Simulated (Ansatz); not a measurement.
WC, response to strain

Take WC (space group P-6m2, No. 187; relaxed with 0.1 eV smearing) as the base.

```
CELL_PARAMETERS angstrom
      2.92257     0.00000     0.00000
     -1.46128     2.53102     0.00000
      0.00000     0.00000     2.84637
ATOMIC_POSITIONS crystal
  W  0.00000 0.00000 0.00000
  C  0.66667 0.33333 0.50000
```

Cartesian axes are those of the cell as printed.

Strains are applied to the cell and any free atomic positions relax; under biaxial strain the out-of-plane vector relaxes too.

Computed with PBE (Ansatz, a first-principles code, PAW, spin-orbit coupling left out), earlier PAW set.

Notes on the quantities. in-plane stress: mean in-plane stress (compression positive).

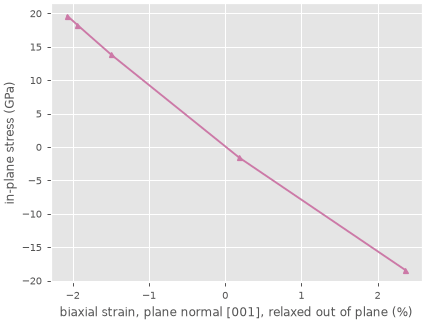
Figure. in-plane stress against biaxial strain, plane normal [001], relaxed out of plane

```tsv
biaxial strain, plane normal [001], relaxed out of plane (%)	in-plane stress
-2.07	+19.6 GPa
-1.94	+18.3 GPa
-1.5	+13.9 GPa
0.18	-1.5 GPa
2.36	-18.4 GPa
```

Whether these cells are dynamically stable was not tested. The final runs are not spin-polarised.
